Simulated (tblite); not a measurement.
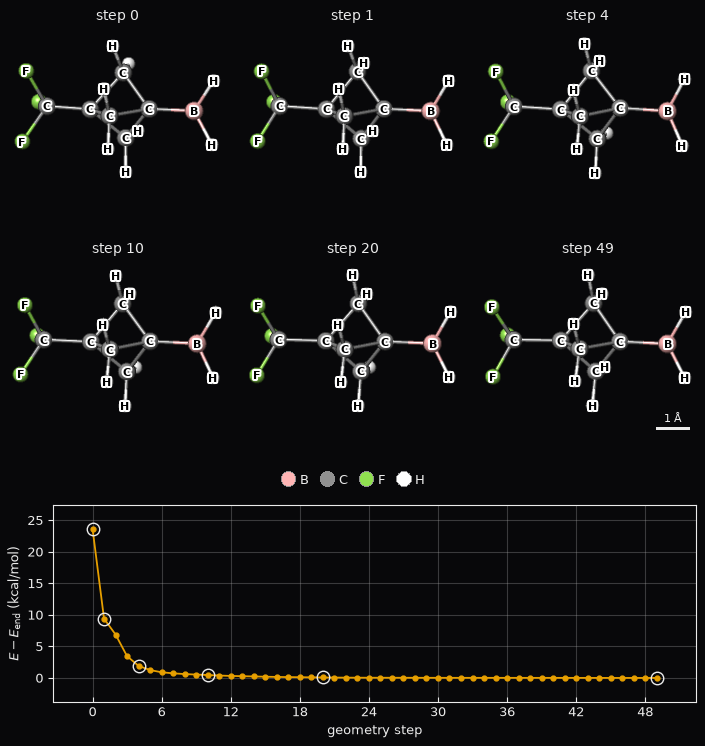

Frames of a relaxation of C$_{6}$H$_{8}$BF$_{3}$, marked on the history of the run. Style: ball-and-stick. Shown at a tilt.

All numbers below come from tblite, GFN2-xTB geometry optimisation, gas phase. 

### What happens along the run?

After 49 geometry steps the energy has fallen by 23.7 kcal/mol. An H atom moves most after the best rigid fit: 0.22 Å. Largest moves by element: H 0.22 Å, F 0.17 Å, B 0.14 Å, C 0.11 Å. Among the contacts that change: C–C 1.380 → 1.504 Å, B–C 1.455 → 1.551 Å, C–C 1.484 → 1.555 Å, C–F 1.397 → 1.345 Å. Among the angles between lasting bonds that change: C–C–H 108.1° → 116.3°, C–C–H 108.4° → 116.5°, H–B–H 112.7° → 120.5°. Cost: 0.53 s on 1 thread of Arm Neoverse N1, on a shared host. From step 0 to 1: a C atom moves most (0.08 Å), energy −14.3 kcal/mol. From step 1 to 4: B and H atoms move most (0.09 Å), energy −7.48 kcal/mol. From step 4 to 10: an H atom moves most (0.06 Å), energy −1.45 kcal/mol. From step 10 to 20: F and H atoms move most (0.06 Å), energy −0.38 kcal/mol. From step 20 to 49: an F atom moves most (0.07 Å), energy −0.08 kcal/mol.
